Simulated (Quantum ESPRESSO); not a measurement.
# Al: work function by face, part 4 of 6

Aim: the work function of the low-index faces of Al, their order, and how far the functional matters.

Quantum ESPRESSO 7.5; plane-wave DFT, PBE, PseudoDojo norm-conserving pseudopotentials.

So far. Step 6 (Potential by pp.x of (111)): On (111) the work function under LDA lies +0.16 eV from PBE's. Step 7 (Relaxing the ions of (100), PBE): The relaxation lowers the energy by 4 meV an atom. On the free atoms the largest force ends at 0.007 eV/Å.

### Step 9. Electrostatic potential of (100)

Contents of 100.pbe.pot.in:

```
&inputpp
  prefix = '100.pbe'
  outdir = './out'
  filplot = '100.pbe.pot.dat'
  plot_num = 11
/
```

Command:

```console
$ OMP_NUM_THREADS=1 mpirun -n 4 pp.x -in 100.pbe.pot.in > 100.pbe.pot.out
```

The program printed:

```text
[banner, memory and clock lines left out]
Program POST-PROC v.7.5 starts
[citation notice left out]

[...]
./out/100.pbe.save/

[...]
Calling punch_plot, plot_num =  11
     Writing data to file  100.pbe.pot.dat
     Message from routine chdens:
     namelist plot not found or invalid, exiting
```

Run time: 1.3 s. Hardware: 4 MPI ranks of Intel Xeon Platinum 8488C (Sapphire Rapids), shared host; peak memory 0.1 GiB; 4.3 s of CPU time.

This step gave:

| Quantity | Value |
| --- | --- |
| work function of the upper face | 4.223 eV |
| slope of the potential above | 6.74e-5 eV/Å |
| upper vacuum line continued to the top atoms, over the Fermi level | 4.222 eV |
| work function of the lower face | 4.223 eV |
| slope of the potential below | -1.23e-4 eV/Å |
| lower vacuum line continued to the bottom atoms, over the Fermi level | 4.222 eV |

The potential energy, planar mean oscillates, so the rows of the table below give means over windows of 2.01 Å about each position, cut where the curve ends. Its maxima inside the range that stand out by 2 % of the span (Å: eV): 9.0: -1.91, 11.0: -1.65, 13.1: -1.65, 15.1: -1.91. Its minima: 7.9: -12.3, 9.9: -12.5, 12.1: -12.7, 14.2: -12.5, 16.2: -12.3.

Electrostatic potential energy of an electron; zero at the Fermi level. Potential energy, planar mean against z; means over each step:

```tsv
z (Å)	potential energy, planar mean (eV)
1.00	4.22
3.01	4.22
5.02	4.14
7.03	-2.78
9.04	-6.67
11.05	-6.46
13.06	-6.46
15.07	-6.67
17.08	-2.62
19.09	4.14
21.10	4.22
23.11	4.22
```

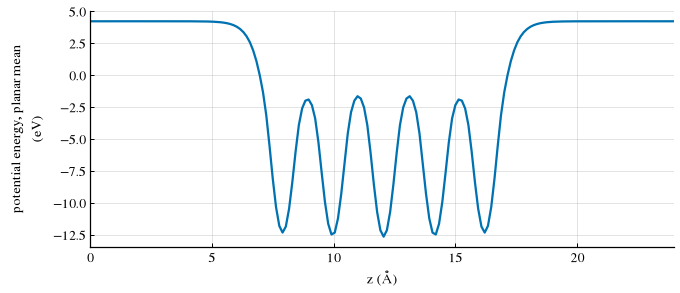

Potential energy, planar mean against z.

### Step 10. Ground state of (100), LDA

Level of this step: plane-wave DFT, LDA, PseudoDojo norm-conserving pseudopotentials (Quantum ESPRESSO 7.5).

Contents of 100.lda.in:

```
&control
  prefix = '100.lda'
  outdir = './out'
  pseudo_dir = './pseudo'
  calculation = 'scf'
  tprnfor = .true.
/
&system
  ibrav = 0
  nat = 5
  ntyp = 1
  ecutwfc = 32
  ecutrho = 128
  occupations = 'smearing'
  smearing = 'mv'
  degauss = 0.02
/
&electrons
  conv_thr = 1e-07
  mixing_beta = 0.4
  electron_maxstep = 120
  mixing_mode = 'local-TF'
/
ATOMIC_SPECIES
  Al  26.9815  Al.dojo-sr-lda-0.4.1-standard.upf
CELL_PARAMETERS angstrom
  2.86378246380552 0.00000000000000 0.00000000000000
  0.00000000000000 2.86378246380552 0.00000000000000
  0.00000000000000 0.00000000000000 24.10000000000000
ATOMIC_POSITIONS crystal
  Al  0.000000000000 0.000000000000 0.327759114200
  Al  0.500000000000 0.500000000000 0.413031494400
  Al  0.000000000000 0.000000000000 0.500000000000
  Al  0.500000000000 0.500000000000 0.586968505600
  Al  0.000000000000 0.000000000000 0.672240885800
K_POINTS automatic
  10 10 1 0 0 0
```

Command:

```console
$ OMP_NUM_THREADS=1 mpirun -n 4 pw.x -nk 4 -in 100.lda.in > 100.lda.out
```

The program printed:

```text
[banner, memory and clock lines left out]
Program PWSCF v.7.5 starts
[...]
Message from routine setup:
[...]
number of electrons       =        15.00
     number of Kohn-Sham states=           12
     kinetic-energy cutoff     =      32.0000  Ry
     charge density cutoff     =     128.0000  Ry
[...]
number of k points=    21  Marzari-Vanderbilt smearing, width (Ry)=  0.0200
[...]
Dense  grid:    32657 G-vectors     FFT dimensions: (  20,  20, 180)
[...]
negative rho (up, down):  2.806E-05 0.000E+00
     Starting wfcs are   20 randomized atomic wfcs
[...]
estimated scf accuracy    <       0.27872422 Ry
[...]
estimated scf accuracy    <       0.17463628 Ry
[...]
estimated scf accuracy    <       0.01544999 Ry
[...]
estimated scf accuracy    <       0.01226127 Ry
[...]
estimated scf accuracy    <       0.00616672 Ry
[...]
negative rho (up, down):  3.093E-08 0.000E+00
[...]
estimated scf accuracy    <       0.00325052 Ry
[...]
negative rho (up, down):  1.497E-04 0.000E+00
[...]
estimated scf accuracy    <       0.00197927 Ry
[...]
negative rho (up, down):  5.973E-03 0.000E+00
[...]
estimated scf accuracy    <       0.00059624 Ry
[...]
negative rho (up, down):  2.596E-03 0.000E+00
[...]
estimated scf accuracy    <       0.00028785 Ry
[...]
negative rho (up, down):  1.581E-04 0.000E+00
[...]
estimated scf accuracy    <       0.00010941 Ry
[...]
negative rho (up, down):  1.074E-04 0.000E+00
[...]
estimated scf accuracy    <       0.00000143 Ry
[...]
negative rho (up, down):  4.707E-05 0.000E+00
[...]
estimated scf accuracy    <       0.00000125 Ry
[...]
negative rho (up, down):  1.910E-05 0.000E+00
[...]
estimated scf accuracy    <       0.00000123 Ry
[...]
negative rho (up, down):  4.302E-06 0.000E+00
[...]
estimated scf accuracy    <       0.00000016 Ry
[...]
the Fermi energy is     0.7908 ev
!    total energy              =     -23.54121323 Ry
     estimated scf accuracy    <       0.00000001 Ry
     smearing contrib. (-TS)   =      -0.00144972 Ry
     internal energy E=F+TS    =     -23.53976352 Ry
[...]
one-electron contribution =    -223.09774401 Ry
     hartree contribution      =     114.95737451 Ry
     xc contribution           =     -10.82872337 Ry
     ewald contribution        =      95.42932935 Ry
     convergence has been achieved in  15 iterations
[...]
Total force =     0.009198     Total SCF correction =     0.000179
[...]
```

The job ended after 10 s (4 MPI ranks; peak memory 0.3 GiB; 40 s of CPU time).

Read from the output:

```
free energy  : -320.2945 eV
Fermi energy : 0.7908 eV
```

### Step 11. Electrostatic potential of (100)

Contents of 100.lda.pot.in:

```
&inputpp
  prefix = '100.lda'
  outdir = './out'
  filplot = '100.lda.pot.dat'
  plot_num = 11
/
```

Command:

```console
$ OMP_NUM_THREADS=1 mpirun -n 4 pp.x -in 100.lda.pot.in > 100.lda.pot.out
```

Elapsed: 1.3 s, on 4 MPI ranks; peak memory 0.1 GiB.

This step gave:

| Item | Value |
| --- | --- |
| work function of the upper face | 4.366 eV |
| slope of the potential above | 1.89e-4 eV/Å |
| upper vacuum line continued to the top atoms, over the Fermi level | 4.365 eV |
| work function of the lower face | 4.366 eV |
| slope of the potential below | -1.34e-4 eV/Å |
| lower vacuum line continued to the bottom atoms, over the Fermi level | 4.366 eV |

On (100) the work function under LDA lies +0.14 eV from PBE's.

(Part 4 of 6 ends here.)

[Logs are printed without paths, hosts, clocks, repeated set-up lines and the standing remarks that a program may print on its own settings, such as how far it seeks lower states.]

[Hosts, paths, dates, database ids (printed as entryN), source tags and the programs' standing remarks are cut or masked in the printed files.]

[Maps of the electrostatic potential energy from Ansatz leave out the sawtooth potential of an applied field or a dipole correction, so their vacuum need not be flat; planar profiles and work functions include it.]
